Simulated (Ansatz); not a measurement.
**BHLYP/STO-3G run of [SnH3]− (SMILES [H][Sn-]([H])[H])**

What is the energy change on altering one bond length of [SnH3]− at BHLYP/STO-3G? 

The results are computed with Ansatz 0.2.0.

1 further run of the same task is left out (set aside as unsound or not needed).

## (1) The structure to begin with

[SnH3]− has 4 atoms, charge -1, and is taken as a singlet. As SMILES, `[H][Sn-]([H])[H]`. The shape comes from GFN2-xTB, which is rough for such elements, and wasn't checked as a minimum.

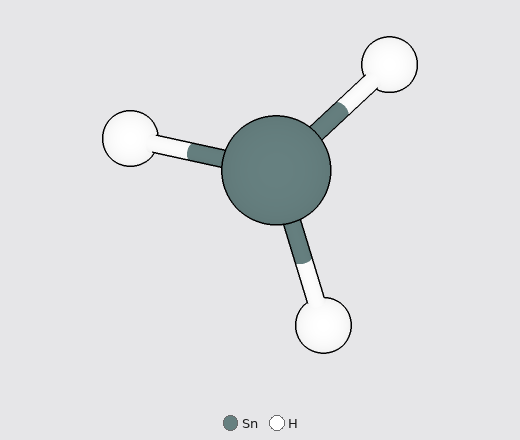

The structure, seen from a chosen angle (tin teal, hydrogen white).

## (2) A single-point energy at BHLYP/STO-3G

File run.yaml:

```yaml
basis:
  gaussian:
    orbitals: STO-3G
crystal:
  periodic: [false, false, false]
  atoms:
    - symbol: Sn
      position_ang: [-0.006380, 0.005730, 0.791670]
    - symbol: H
      position_ang: [1.637790, -0.033600, -0.251650]
    - symbol: H
      position_ang: [-0.786860, 1.432510, -0.280410]
    - symbol: H
      position_ang: [-0.844540, -1.404640, -0.259610]
total_charge: -1
hamiltonian:
  xc: {name: BHLYP}
accuracy: high
```

Started as:

```console
$ ansatz run run.yaml --threads 1 --pin off --max-ram 2610MiB --events-out events.jsonl --progress --plain --runs-dir runs
```

Log:

```text
Warning: RAYON_NUM_THREADS=1 ignored (pool sized by the plan → 1); use --threads N
Functional definition: BHLYP
  name "BHLYP"
  parameter a = 0.5
  exchange = (1 - a)*b88_x + a*exact_x
  correlation = lyp_c
519 factors; integrals over basis functions are off by at most 4.0e-9 eV
mean field evaluation 1: about -162372.5217 eV, gradient 5.3e0 eV
mean field evaluation 2: about -162372.6739 eV, gradient 2.4e0 eV
mean field evaluation 4: about -162372.7058 eV, gradient 1.6e-1 eV
mean field evaluation 8: about -162372.6663 eV, gradient 9.1e-4 eV
mean field -162372.66633094 eV, -5967.0854275160 hartree, gradient 4.5e-8 eV, S^2 0.000000; 0 other end points of the search recorded, 0 dependent functions left out
reference -162372.66634853 eV, -5967.0854281624 hartree; 27, 27 occupied and 3, 3 virtual orbitals, 519 factors
Total energy: -162372.66634853 eV, -5967.0854281624 hartree
```

It took 0.58 s on 1 thread of AMD EPYC 9R45 (Zen 5), shared host; peak memory 0.12 GiB.

## (3) The distorted shape at the same level

File run.yaml:

```yaml
crystal:
  periodic: [false, false, false]
  atoms:
    - symbol: Sn
      position_ang: [0.203166, 0.358332, 1.054497]
    - symbol: H
      position_ang: [1.847336, 0.319002, 0.011177]
    - symbol: H
      position_ang: [-0.577314, 1.785112, -0.017583]
    - symbol: H
      position_ang: [-0.844540, -1.404640, -0.259610]
basis:
  gaussian:
    orbitals: STO-3G
total_charge: -1
hamiltonian:
  xc: {name: BHLYP}
accuracy: high
```

Started as:

```console
$ ansatz run run.yaml --threads 1 --pin off --max-ram 2610MiB --events-out events.jsonl --progress --plain --runs-dir runs
```

Log:

```text
Warning: RAYON_NUM_THREADS=1 ignored (pool sized by the plan → 1); use --threads N
Functional definition: BHLYP
  name "BHLYP"
  parameter a = 0.5
  exchange = (1 - a)*b88_x + a*exact_x
  correlation = lyp_c
518 factors; integrals over basis functions are off by at most 4.0e-9 eV
mean field evaluation 1: about -162369.9722 eV, gradient 1.1e1 eV
mean field evaluation 2: about -162370.2585 eV, gradient 1.0e1 eV
mean field evaluation 4: about -162370.9349 eV, gradient 8.1e-2 eV
mean field evaluation 8: about -162370.8909 eV, gradient 1.2e-3 eV
mean field -162370.89085207 eV, -5967.0201798707 hartree, gradient 3.0e-8 eV, S^2 0.000000; 0 other end points of the search recorded, 0 dependent functions left out
reference -162370.89087034 eV, -5967.0201805421 hartree; 27, 27 occupied and 3, 3 virtual orbitals, 518 factors
Total energy: -162370.89087034 eV, -5967.0201805421 hartree
```

It took 0.58 s on 1 thread of AMD EPYC 9R45 (Zen 5), shared host.

## (4) Results

At BHLYP/STO-3G:

| quantity | value |
| --- | --- |
| first shape: total energy | -5967.08543 Eh |
| distorted shape: total energy | -5967.02018 Eh |
| energy change with the Sn1–H4 bond stretched from 1.949 to 2.436 Å | 1.775 eV |

With the Sn1–H4 bond stretched from 1.949 to 2.436 Å the energy rises by 1.78 eV (171 kJ/mol). The first shape isn't relaxed at this level, so the change isn't measured from a minimum. The minimal basis adds a large error of its own. Relativity is left out (first shape) although the molecule holds a heavy atom. Relativity is left out (distorted shape) although the molecule holds a heavy atom.
